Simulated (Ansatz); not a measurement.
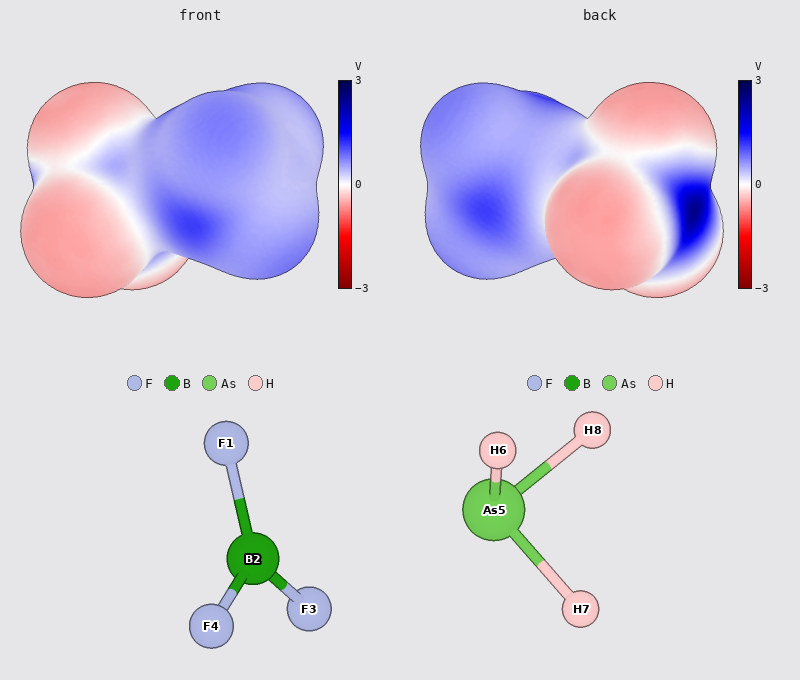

*AsBF3H3. The molecular electrostatic potential painted on the density surface at 0.002 e/bohr³, seen from the front and from behind; the colour scale runs from red (negative) to blue (positive). The bare structure is drawn below in the same view.*

Geometry: PBE0-D4/def2-TZVP; at this geometry the atoms fall into two loosely joined parts.

The calculation used RKS PBE0-D4/def2-TZVPP (Ansatz).

The calculation's input:

```
crystal:
  periodic: [false, false, false]
  atoms:
    - {symbol: F, position_ang: [0.551969, -1.549248, 1.621633]}
    - {symbol: B, position_ang: [1.065479, -1.465777, 0.413780]}
    - {symbol: F, position_ang: [0.557575, -2.183180, -0.564395]}
    - {symbol: F, position_ang: [2.174677, -0.786451, 0.219648]}
    - {symbol: As, position_ang: [-0.713535, 0.996670, -0.299254]}
    - {symbol: H, position_ang: [-0.639297, 2.304094, 0.466227]}
    - {symbol: H, position_ang: [-0.675549, 1.677648, -1.654125]}
    - {symbol: H, position_ang: [-2.229119, 0.949244, -0.259316]}
basis:
  gaussian: {orbitals: def2-TZVPP}
hamiltonian: {xc: pbe0, dispersion: d4}
output: {orbitals: {seedname: orbitals}}
```

Run with:

```sh
ansatz run in.yaml --threads 4 --pin off --events-out ev --progress --plain --max-ram 10444MiB
```

> Describe the electrostatic potential map.

The most negative region (about −0.6 V) lies over F1, F3 and F4, the most positive (about +2.1 V) over B2.
